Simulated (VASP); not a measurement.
# MnS: the band gap up a ladder of functionals, part 2 of 5

Wanted: bands and gap of MnS from one functional after another. The start cell is built, not measured: it takes the structure of a Materials Project entry for MnSe (space group 225 there), with some of its atoms replaced by other elements, volume scaled by an estimate. LASPH is on for some levels and off for others; the table marks which.

VASP 6.6.1, plane waves and PAW; the level of theory is named at each step.

Still holding for the runs below: The cell holds one magnetic atom, so no antiferromagnetic order fits into it. Experiment finds antiferromagnetic order in this phase (below 150 K, arxiv:1108.4537), so this ferromagnetic run describes another state. The k-mesh is coarse for a metal.

So far. Step 2 (Relaxation of the start cell): It ends with forces that vanish by symmetry and a pressure of -0.05 GPa. The relaxed cell has a = 5.109 Å (conventional setting).

### Step 3. Second relaxation

Level of this step: PBE, spin-polarised from a ferromagnetic start (one magnetic atom a cell); plane waves and PAW (Mn_pv, S) (VASP).

The basis stayed that of the start cell while the cell moved. A rerun from the cell reached resets it; the error of the finite cutoff stays. The mesh changes with the cell too.

File INCAR:

```
SYSTEM = MnS
PREC = Accurate
ENCUT = 400
EDIFF = 1E-06
NELM = 100
ISMEAR = -1
SIGMA = 0.05
LREAL = .FALSE.
ALGO = Normal
GGA = PE
NBANDS = 16
ISPIN = 2
MAGMOM = 4 0
LMAXMIX = 4
LORBIT = 11
LWAVE = .FALSE.
LCHARG = .FALSE.
KPAR = 4
IBRION = 2
NSW = 60
ISIF = 3
EDIFFG = -0.01
```

File POSCAR:

```
MnS
1.0
    0.0000000000      2.5544641168      2.5544641168
    2.5544641168      0.0000000000      2.5544641168
    2.5544641168      2.5544641168      0.0000000000
Mn S
1 1
Direct
    0.0000000000      0.0000000000      0.0000000000
    0.5000000000      0.5000000000      0.5000000000
```

File KPOINTS:

```
Automatic mesh
0
Gamma
8 8 8
0 0 0
```

PAW data sets: Mn_pv and S (PBE family, release 64).

Started as:

```bash
$ mpirun -np 4 vasp_std
```

The log of the run:

```text
[... set-up lines as in an earlier step ...]
 entering main loop
       N       E                     dE             d eps       ncg     rms          rms(c)
DAV:   1     0.124023687125E+03    0.12402E+03   -0.93742E+03  1880   0.103E+03
DAV:   2    -0.100645507509E+02   -0.13409E+03   -0.12743E+03  2168   0.297E+02
DAV:   3    -0.151669611044E+02   -0.51024E+01   -0.50713E+01  2216   0.651E+01
DAV:   4    -0.152247854661E+02   -0.57824E-01   -0.57818E-01  2248   0.714E+00
DAV:   5    -0.152259387354E+02   -0.11533E-02   -0.11533E-02  2176   0.102E+00    0.120E+01
DAV:   6    -0.141778249387E+02    0.10481E+01   -0.80929E+00  1920   0.354E+01    0.111E+01
DAV:   7    -0.140870837248E+02    0.90741E-01   -0.10245E+00  1872   0.153E+01    0.636E+00
DAV:   8    -0.140937049700E+02   -0.66212E-02   -0.40968E-02  2064   0.189E+00    0.361E+00
DAV:   9    -0.140855402764E+02    0.81647E-02   -0.23122E-02  2088   0.161E+00    0.656E-01
DAV:  10    -0.140887712723E+02   -0.32310E-02   -0.43904E-03  2008   0.686E-01    0.166E-01
DAV:  11    -0.140887008317E+02    0.70441E-04   -0.72231E-04  2072   0.200E-01    0.105E-01
DAV:  12    -0.140887381756E+02   -0.37344E-04   -0.12179E-04  1984   0.985E-02    0.728E-02
DAV:  13    -0.140887388949E+02   -0.71937E-06   -0.13086E-05  2048   0.463E-02    0.563E-02
DAV:  14    -0.140887495928E+02   -0.10698E-04   -0.98800E-06  1944   0.354E-02    0.102E-02
DAV:  15    -0.140887503496E+02   -0.75683E-06   -0.80304E-07  1448   0.731E-03
   1 F= -.14088750E+02 E0= -.14085247E+02  d E =-.140888E+02  mag=     4.5963
 curvature:   0.00 expect dE= 0.000E+00 dE for cont linesearch  0.000E+00
 trial: gam= 0.00000 g(F)=  0.770E-60 g(S)=  0.358E-04 ort = 0.000E+00 (trialstep = 0.100E+01)
 search vector abs. value=  0.358E-04
 bond charge predicted
       N       E                     dE             d eps       ncg     rms          rms(c)
DAV:   1    -0.140894696275E+02   -0.72003E-03   -0.10811E-02  1856   0.147E+00    0.268E-01
DAV:   2    -0.140888213424E+02    0.64829E-03   -0.25984E-03  1856   0.814E-01    0.242E-01
DAV:   3    -0.140887860735E+02    0.35269E-04   -0.11827E-04  1952   0.154E-01    0.575E-02
DAV:   4    -0.140887745532E+02    0.11520E-04   -0.51188E-05  2000   0.427E-02    0.306E-02
DAV:   5    -0.140887719867E+02    0.25665E-05   -0.74333E-06  2064   0.322E-02    0.197E-02
DAV:   6    -0.140887711939E+02    0.79279E-06   -0.89048E-07  1448   0.858E-03
   2 F= -.14088771E+02 E0= -.14085327E+02  d E =-.208443E-04  mag=     4.6004
 trial-energy change:   -0.000021  1 .order   -0.000017   -0.000036    0.000002
 step:   0.9457(harm=  0.9457)  dis= 0.00000  next Energy=   -14.088767 (dE=-0.169E-04)
 reached required accuracy - stopping structural energy minimisation
```

The job ended after 5.8 s (4 MPI ranks of Intel Xeon 6975P-C (Granite Rapids), shared host; peak memory 0.57 GiB; 21 s of CPU time).

OUTCAR, selected parts (step 3):

```text
  LATTYP: Found a face centered cubic cell.
 ALAT       =     5.1089282336

The static configuration has the point symmetry O_h .

 Found     29 irreducible k-points:

   k-points           NKPTS =     29   k-points in BZ     NKDIM =     29   number of bands    NBANDS=     16

   dimension x,y,z NGX =    24 NGY =   24 NGZ =   24
   dimension x,y,z NGXF=    48 NGYF=   48 NGZF=   48

   ENCUT  =  400.0 eV  29.40 Ry    5.42 a.u.   5.89  5.89  5.89*2*pi/ulx,y,z

   NELECT =      19.0000    total number of electrons

 E-fermi :   7.2680

 spin component 1
 k-point     1 :       0.0000    0.0000    0.0000
  band No.  band energies     occupation
    ...
      8       3.9801      1.00000
      9       3.9801      1.00000
     10       5.3403      1.00000
     11       5.3403      1.00000
     12       5.3403      1.00000
     13       9.4276      0.00000
     14      15.9983      0.00000
     15      15.9983      0.00000
     16      15.9983      0.00000

 k-point     2 :       0.1250    0.0000    0.0000
  band No.  band energies     occupation
    ...
      8       3.9744      1.00000
      9       3.9744      1.00000
     10       4.8449      1.00000
     11       5.9086      1.00000
     12       5.9086      1.00000
     13      10.3449      0.00000
     14      14.8703      0.00000
     15      15.8704      0.00000
     16      15.8704      0.00000

 k-point     3 :       0.2500    0.0000    0.0000
  band No.  band energies     occupation
    ...
      8       4.1711      1.00000
      9       4.1711      1.00000
     10       4.6917      1.00000
     11       6.8094      0.99990
     12       6.8094      0.99990
     13      11.1203      0.00000
     14      14.4989      0.00000
     15      14.5945      0.00000
     16      14.5945      0.00000

 k-point     4 :       0.3750    0.0000    0.0000
  band No.  band energies     occupation
    ...
      6       2.3717      1.00000
      7       2.3717      1.00000
      8       4.3826      1.00000
      9       4.3826      1.00000
     10       4.8024      1.00000
     11       7.5631      0.00272
     12       7.5631      0.00272
     13      10.5147      0.00000
     14      13.2558      0.00000
     15      13.2558      0.00000
    ...

  Total       -0.0012781     -0.0012781     -0.0012781      0.0000000      0.0000000     -0.0000000
  in kB       -0.0613264     -0.0613264     -0.0613264      0.0000000      0.0000000     -0.0000000
  external PRESSURE =      -0.0613264 kB  Pullay stress =       0.0000000 kB

  energy-cutoff  :      400.00
  volume of cell :       33.39
      direct lattice vectors                 reciprocal lattice vectors
    -0.000000000  2.555835332  2.555835332    -0.195630757  0.195630757  0.195630757
     2.555835332  0.000000000  2.555835332     0.195630757 -0.195630757  0.195630757
     2.555835332  2.555835332 -0.000000000     0.195630757  0.195630757 -0.195630757

 POSITION                                       TOTAL-FORCE (eV/Angst)
 -----------------------------------------------------------------------------------
     -0.00000      2.55584      2.55584         0.000000     -0.000000     -0.000000
      2.55584      2.55584      2.55584         0.000000      0.000000      0.000000
 -----------------------------------------------------------------------------------
    total drift:                               -0.000000     -0.000000      0.000000

  FREE ENERGIE OF THE ION-ELECTRON SYSTEM (eV)
  ---------------------------------------------------
  free  energy   TOTEN  =       -14.0887711939 eV

  energy  without entropy=      -14.0818822605  energy(sigma->0) =      -14.08532673

 total charge
# of ion       s       p       d       tot
------------------------------------------
    1        0.225   6.181   4.953  11.359
    2        1.328   2.412   0.000   3.740
--------------------------------------------------
tot          1.553   8.593   4.953  15.099

 magnetization (x)
# of ion       s       p       d       tot
------------------------------------------
    1        0.053   0.042   4.075   4.170
    2        0.028   0.070   0.000   0.098
--------------------------------------------------
tot          0.081   0.112   4.075   4.269

[... 2 parts as in an earlier step ...]

[... 11 further parts left out ...]
```

Little changed from the start: no atom moved by 0.005 Å and no cell edge by 0.1 %.

Numbers from this step:

| Quantity | Value |
| --- | --- |
| irreducible k-points | 29 |
| free energy (TOTEN) | -14.09 eV |
| energy at zero smearing | -14.09 eV |
| Fermi energy | 7.268 eV |
| pressure | -0.006133 GPa |
| moment of the cell, from the last line of the log | 4.600 μB |
| SCF cycles over all ionic steps | 21 |

It ends with forces that vanish by symmetry and a pressure of -0.01 GPa.

### Step 4. Bands with PBE

Levels along the symmetry lines show where the bands peak and cross; KPOINTS_OPT computes them in the converged potential.

File INCAR:

```
SYSTEM = MnS
PREC = Accurate
ENCUT = 400
EDIFF = 1E-06
NELM = 100
ISMEAR = 0
SIGMA = 0.02
LREAL = .FALSE.
ALGO = Normal
GGA = PE
NBANDS = 22
ISPIN = 2
MAGMOM = 4 0
LMAXMIX = 4
LORBIT = 11
LWAVE = .FALSE.
LCHARG = .FALSE.
KPAR = 4
```

File POSCAR:

```
MnS
1.0
    0.0000000000      2.5558353322      2.5558353322
    2.5558353322      0.0000000000      2.5558353322
    2.5558353322      2.5558353322      0.0000000000
Mn S
1 1
Direct
    0.0000000000      0.0000000000      0.0000000000
    0.5000000000      0.5000000000      0.5000000000
```

File KPOINTS:

```
Automatic mesh
0
Gamma
5 5 5
0 0 0
```

File KPOINTS_OPT:

```
Line mode
16
Line-mode
Reciprocal
  0.00000000   0.00000000   0.00000000 GAMMA
  0.50000000   0.00000000   0.50000000 X

  0.50000000   0.00000000   0.50000000 X
  0.50000000   0.25000000   0.75000000 W

  0.50000000   0.25000000   0.75000000 W
  0.37500000   0.37500000   0.75000000 K

  0.37500000   0.37500000   0.75000000 K
  0.00000000   0.00000000   0.00000000 GAMMA

  0.00000000   0.00000000   0.00000000 GAMMA
  0.50000000   0.50000000   0.50000000 L

  0.50000000   0.50000000   0.50000000 L
  0.62500000   0.25000000   0.62500000 U

  0.62500000   0.25000000   0.62500000 U
  0.50000000   0.25000000   0.75000000 W

  0.50000000   0.25000000   0.75000000 W
  0.50000000   0.50000000   0.50000000 L

  0.50000000   0.50000000   0.50000000 L
  0.37500000   0.37500000   0.75000000 K

  0.62500000   0.25000000   0.62500000 U
  0.50000000   0.00000000   0.50000000 X
```

Started as:

```bash
$ mpirun -np 4 vasp_std
```

The log of the run:

```text
[... set-up lines as in an earlier step ...]
 entering main loop
       N       E                     dE             d eps       ncg     rms          rms(c)
DAV:   1     0.139037971281E+03    0.13904E+03   -0.85274E+03   880   0.752E+02
DAV:   2    -0.861272398967E+01   -0.14765E+03   -0.13852E+03   982   0.243E+02
DAV:   3    -0.151853879253E+02   -0.65727E+01   -0.65208E+01  1006   0.573E+01
DAV:   4    -0.152460245927E+02   -0.60637E-01   -0.60624E-01   958   0.567E+00
DAV:   5    -0.152468380698E+02   -0.81348E-03   -0.81346E-03  1012   0.660E-01    0.122E+01
DAV:   6    -0.142456799955E+02    0.10012E+01   -0.50014E+00  1014   0.258E+01    0.110E+01
DAV:   7    -0.140898048784E+02    0.15588E+00   -0.73323E-01   982   0.116E+01    0.592E+00
DAV:   8    -0.140960584768E+02   -0.62536E-02   -0.28769E-02   946   0.125E+00    0.391E+00
DAV:   9    -0.140818665360E+02    0.14192E-01   -0.22171E-02  1114   0.144E+00    0.154E+00
DAV:  10    -0.140935765179E+02   -0.11710E-01   -0.66417E-03   970   0.661E-01    0.392E-01
DAV:  11    -0.140938915849E+02   -0.31507E-03   -0.76911E-04   964   0.209E-01    0.172E-01
DAV:  12    -0.140938879750E+02    0.36100E-05   -0.27709E-04  1012   0.912E-02    0.176E-01
DAV:  13    -0.140939437204E+02   -0.55745E-04   -0.14361E-05   922   0.318E-02    0.101E-01
DAV:  14    -0.140939742865E+02   -0.30566E-04   -0.13518E-05  1040   0.280E-02    0.265E-02
DAV:  15    -0.140939755640E+02   -0.12775E-05   -0.44790E-06   940   0.117E-02    0.575E-03
DAV:  16    -0.140939757036E+02   -0.13960E-06   -0.10746E-07   482   0.198E-03
   1 F= -.14093976E+02 E0= -.14093636E+02  d E =-.678418E-03  mag=     4.5518
 Start KPOINTS_OPT (optional k-point list driver)
k-point batch [1-10\160]
       N       E                     dE             ncg
DAV:   1    -0.595156693015E+03   -0.25222E+04      888
DAV:   2    -0.205158684390E+04   -0.14564E+04      994
DAV:   3    -0.211392655602E+04   -0.62340E+02      958
DAV:   4    -0.211450188423E+04   -0.57533E+00      892
DAV:   5    -0.211450989570E+04   -0.80115E-02      940
DAV:   6    -0.211451007628E+04   -0.18058E-03      916
DAV:   7    -0.211451008116E+04   -0.48768E-05      926
DAV:   8    -0.211451008128E+04   -0.12101E-06      530
[...]
k-point batch [151-160\160]
       N       E                     dE             ncg
DAV:   1    -0.671002220112E+03   -0.73021E+04      888
DAV:   2    -0.209826627492E+04   -0.14273E+04      886
DAV:   3    -0.216140103030E+04   -0.63135E+02     1092
DAV:   4    -0.216207606054E+04   -0.67503E+00      994
DAV:   5    -0.216208619415E+04   -0.10134E-01     1054
DAV:   6    -0.216208644361E+04   -0.24947E-03     1050
DAV:   7    -0.216208645093E+04   -0.73174E-05     1072
DAV:   8    -0.216208645113E+04   -0.19796E-06      764
```

Elapsed: 12 s, on 4 MPI ranks; peak memory 0.59 GiB; 44 s of CPU time.

OUTCAR, selected parts (step 4):

```text
  LATTYP: Found a face centered cubic cell.
 ALAT       =     5.1116706644

The static configuration has the point symmetry O_h .

 Found     10 irreducible k-points:

   k-points           NKPTS =     10   k-points in BZ     NKDIM =     10   number of bands    NBANDS=     22

   NELECT =      19.0000    total number of electrons

 E-fermi :   7.3635

 spin component 1
 k-point     1 :       0.0000    0.0000    0.0000
  band No.  band energies     occupation
    ...
      8       4.0013      1.00000
      9       4.0013      1.00000
     10       5.3329      1.00000
     11       5.3329      1.00000
     12       5.3329      1.00000
     13       9.4304      0.00000
     14      16.0040      0.00000
     15      16.0040      0.00000
     16      16.0040      0.00000
     17      17.9821      0.00000
    ...

 k-point     2 :       0.2000    0.0000    0.0000
  band No.  band energies     occupation
    ...
      8       4.1083      1.00000
      9       4.1083      1.00000
     10       4.7110      1.00000
     11       6.4546      1.00000
     12       6.4546      1.00000
     13      11.0211      0.00000
     14      14.3778      0.00000
     15      15.2140      0.00000
     16      15.2140      0.00000
     17      17.5438      0.00000
    ...

 k-point     3 :       0.4000    0.0000    0.0000
  band No.  band energies     occupation
    ...
      6       2.3248      1.00000
      7       2.3248      1.00000
      8       4.4407      1.00000
      9       4.4407      1.00000
     10       4.8511      1.00000
     11       7.6792      0.00000
     12       7.6792      0.00000
     13      10.3930      0.00000
     14      13.0723      0.00000
     15      13.0724      0.00000
    ...

 k-point     4 :       0.2000    0.2000    0.0000
  band No.  band energies     occupation
    ...
      8       3.6931      1.00000
      9       4.0989      1.00000
     10       5.4244      1.00000
     11       5.4244      1.00000
     12       5.7960      1.00000
     13      11.8528      0.00000
     14      13.8479      0.00000
     15      14.0760      0.00000
     16      16.0951      0.00000
     17      16.0951      0.00000
    ...

  Total       -0.1282117     -0.1282117     -0.1282117     -0.0000000     -0.0000000      0.0000000
  in kB       -6.1519041     -6.1519041     -6.1519041     -0.0000000     -0.0000000      0.0000000
  external PRESSURE =      -6.1519041 kB  Pullay stress =       0.0000000 kB

  energy-cutoff  :      400.00
  volume of cell :       33.39
      direct lattice vectors                 reciprocal lattice vectors
     0.000000000  2.555835332  2.555835332    -0.195630757  0.195630757  0.195630757
     2.555835332  0.000000000  2.555835332     0.195630757 -0.195630757  0.195630757
     2.555835332  2.555835332  0.000000000     0.195630757  0.195630757 -0.195630757

 POSITION                                       TOTAL-FORCE (eV/Angst)
 -----------------------------------------------------------------------------------
      0.00000      0.00000      0.00000         0.000000      0.000000      0.000000
      2.55584      2.55584      2.55584        -0.000000      0.000000     -0.000000
 -----------------------------------------------------------------------------------
    total drift:                                0.000000     -0.000000     -0.000000

  FREE ENERGIE OF THE ION-ELECTRON SYSTEM (eV)
  ---------------------------------------------------
  free  energy   TOTEN  =       -14.0939757036 eV

  energy  without entropy=      -14.0932972858  energy(sigma->0) =      -14.09363649

 total charge
# of ion       s       p       d       tot
------------------------------------------
    1        0.224   6.181   4.957  11.362
    2        1.328   2.408   0.000   3.736
--------------------------------------------------
tot          1.553   8.589   4.957  15.099

 magnetization (x)
# of ion       s       p       d       tot
------------------------------------------
    1        0.051   0.042   4.053   4.145
    2        0.027   0.061   0.000   0.088
--------------------------------------------------
tot          0.078   0.102   4.053   4.233

[... 3 parts as in an earlier step ...]

[... 11 further parts left out ...]
```

Numbers from this step:

| Quantity | Value |
| --- | --- |
| SCF cycles | 16 |
| bands | 22 |
| irreducible k-points | 10 |
| Fermi energy | 7.364 eV |
| pressure | -0.6152 GPa |
| moment of the cell, from the last line of the log | 4.552 μB |

Spin up. The electronic bands at the labelled points (eV, zero at the Fermi level; # counts the bands kept, so #1 is VASP's band 5):

```
    point     #5     #6     #7     #8    #9   #10    #11    #12
        Γ  -3.36  -2.03  -2.03  -2.03  2.07  8.64   8.64   8.64
        X  -3.08  -2.71  -2.71  -2.17  0.91  5.47  10.56  12.44
        W  -2.69  -2.69  -2.38  -2.07  4.36  6.84   7.21   7.21
        K  -2.79  -2.52  -2.18  -1.42  2.61  6.28   8.62   9.17
        Γ  -3.36  -2.03  -2.03  -2.03  2.07  8.64   8.64   8.64
        L  -2.86  -2.46   0.53   0.53  2.78  5.35   5.35   9.10
        U  -2.79  -2.52  -2.18  -1.42  2.61  6.28   8.62   9.17
        W  -2.69  -2.69  -2.38  -2.07  4.36  6.84   7.21   7.21
        L  -2.86  -2.46   0.53   0.53  2.78  5.35   5.35   9.10
        K  -2.79  -2.52  -2.18  -1.42  2.61  6.28   8.62   9.17
jump to U  -2.79  -2.52  -2.18  -1.42  2.61  6.28   8.62   9.17
        X  -3.08  -2.71  -2.71  -2.17  0.91  5.47  10.56  12.44
```

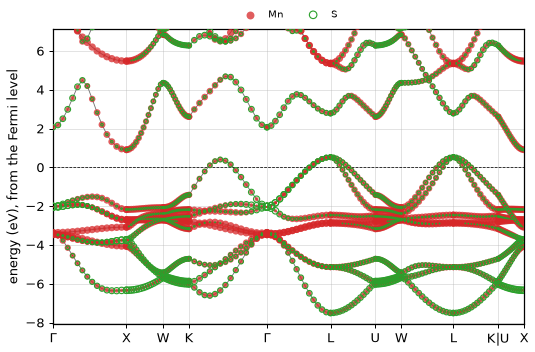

Electronic bands along the path; dots are coloured as in the legend, and their area grows with the weight.

Spin down. The electronic bands at the labelled points (eV, zero at the Fermi level; # counts the bands kept, so #1 is VASP's band 5):

```
    point     #1     #2     #3     #4    #5    #6    #7
        Γ  -1.83  -1.83  -1.83   0.08  0.08  0.08  0.16
        X  -5.99  -3.45  -3.45  -1.14  0.63  1.42  1.42
        W  -5.14  -5.14  -4.49   0.85  0.85  1.10  1.42
        K  -5.57  -5.16  -3.65   0.05  1.27  1.43  1.43
        Γ  -1.83  -1.83  -1.83   0.08  0.08  0.08  0.16
        L  -6.84  -3.68  -3.68   1.15  1.15  1.36  3.26
        U  -5.57  -5.16  -3.65   0.05  1.27  1.43  1.43
        W  -5.14  -5.14  -4.49   0.85  0.85  1.10  1.42
        L  -6.84  -3.68  -3.68   1.15  1.15  1.36  3.26
        K  -5.57  -5.16  -3.65   0.05  1.27  1.43  1.43
jump to U  -5.57  -5.16  -3.65   0.05  1.27  1.43  1.43
        X  -5.99  -3.45  -3.45  -1.14  0.63  1.42  1.42
```

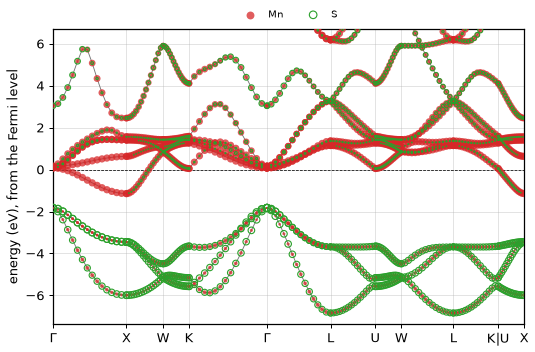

Electronic bands along the path; dots are coloured as in the legend, and their area grows with the weight.

There is no gap at this level.

Spin up: of the bands kept, 2 cross the Fermi level on this path. Spin down: of the bands kept, 1 crosses the Fermi level on this path.

[end of part 2 of 5]

[Lines on the potential files, build, host, timing and source positions are cut from VASP's logs without a mark.]

[Logs are printed without paths, hosts, clocks, repeated set-up lines and the standing remarks that a program may print on its own settings, such as how far it seeks lower states.]

[Hosts, paths, dates, database ids (printed as entryN), source tags and the programs' standing remarks are cut or masked in the printed files.]

[A measured line is paired with the nearest computed mode of its activity, which favours agreement.]

[In band tables of VASP the shares of atoms and orbitals are scaled to a sum of 1 inside the atoms' spheres.]
